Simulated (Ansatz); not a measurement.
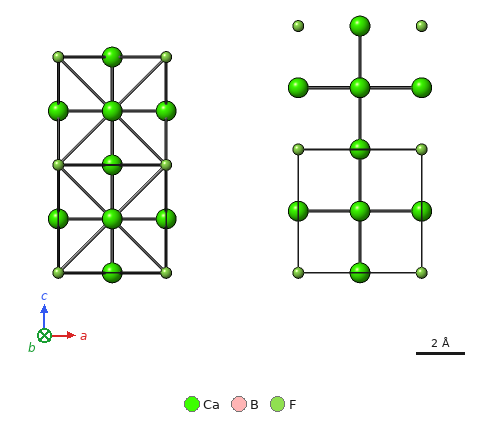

Two geometries of a crystal of Ca₃BF (a generated structure, set up in Pm-3m) (coarse preliminary run), drawn at one scale. One is the start of a relaxation, the other its converged end. Style: ball-and-stick. Shown: the cell of the calculation, repeated 1 × 1 × 2 with one cell outlined, along the b axis.

The calculation used DFT PBE, scalar-relativistic, plane waves, PAW (Ansatz 0.2.0). Settings: plane-wave cutoff 420 eV; k-point mesh 4 × 4 × 4; occupations gaussian; smearing width 0.1 eV; no spin polarisation; cell and atoms relaxed; force threshold 0.04 eV/Å; at most 70 steps.

### Which of the two is the end point?

The right one is the relaxed one. Over 5 accepted moves (7 points after the start) the energy falls by 2.487 eV per cell of the calculation. All forces vanish by symmetry, so only the cell relaxes. Pressure: 22.54 GPa at the start and −0.03 GPa at the end. At 2 points the geometry stayed and the basis and grid were re-selected for the new cell (energy shift of 0.207 eV per cell of the calculation at most each time). The atoms keep their places relative to the cell (all moves are under 0.005 Å). The volume changes by +49.6 %, with a = b = c 4.578 → 5.236 Å (+14.4 %). Some distances before and after: Ca–Ca 3.237 → 3.702 Å, Ca–F 3.237 → 3.702 Å, B–Ca 2.289 → 2.618 Å. The space group stays Pm-3m (No. 221).
